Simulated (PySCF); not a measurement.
C4H13P3Si (SMILES CC(C)(C)p1[pH]p1[SiH3])

```xyz
21

C    -1.4923   -1.1317    0.7205
C    -1.1612   -0.0841   -0.3380
C    -1.5843    1.3042    0.1481
C    -1.8764   -0.4230   -1.6488
P     0.6929    0.0273   -0.7542
P     1.4948   -1.7802    0.1309
P     1.5867    0.1186    1.2244
Si    3.5916    0.9699    0.6361
H    -0.9090   -0.9622    1.6280
H    -2.5496   -1.0730    0.9773
H    -1.2803   -2.1367    0.3532
H    -2.6627    1.3407    0.2959
H    -1.0942    1.5369    1.0936
H    -1.3079    2.0679   -0.5787
H    -1.6758    0.3355   -2.4042
H    -2.9520   -0.4739   -1.4862
H    -1.5377   -1.3854   -2.0314
H     2.7093   -1.6781   -0.5604
H     3.7742    0.9881   -0.8202
H     3.6020    2.3256    1.1821
H     4.6229    0.1303    1.2522
```

Geometry: GFN2-xTB.

Theory: PBE0/pcSseg-1, SCF density, gas phase, non-relativistic in PySCF.

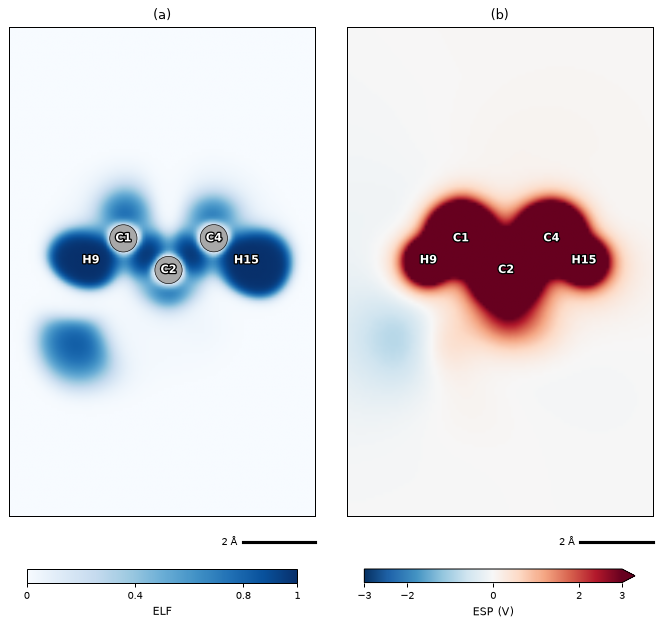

Figure 1. (a) electron localisation function; (b) electrostatic potential on the plane of atoms C2, C4 and H15. Grey discs cover the atomic cores in the ELF map.

**Describe what can be read from this map.**

- Atoms in the plane: C and H.
- C–C (1.53 Å): the ELF peaks at about 0.95 between the atoms: a covalent bond.
- C–H (1.09 Å): the ELF climbs to about 1 towards the hydrogen, as it does in any bond to H: an ordinary covalent bond to hydrogen.
- Outside the dense part of the molecule the potential is most negative (−0.8 V) near P7, which lies off the plane.

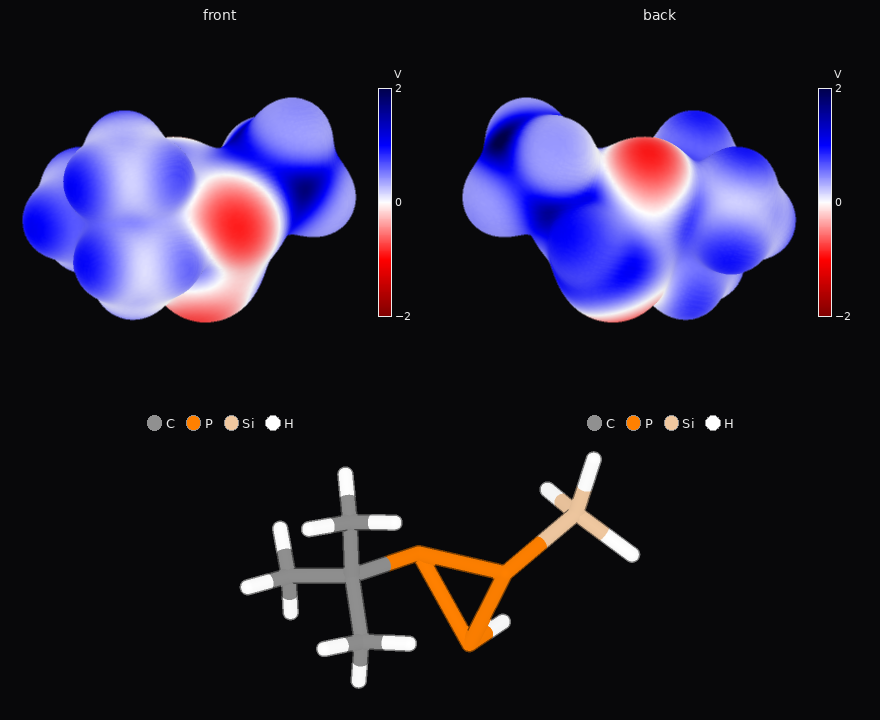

Figure 2. The electrostatic potential painted on the density surface at 0.004 e/bohr³, seen from the front and from behind; red is negative and blue positive. The bare structure is drawn below in the same view.

**Describe the electrostatic potential map.**

The most negative region (about −0.9 V, or −21 kcal/mol for a unit charge) lies over P5 and P7, the most positive (about +1.8 V, or +42 kcal/mol for a unit charge) over Si8.
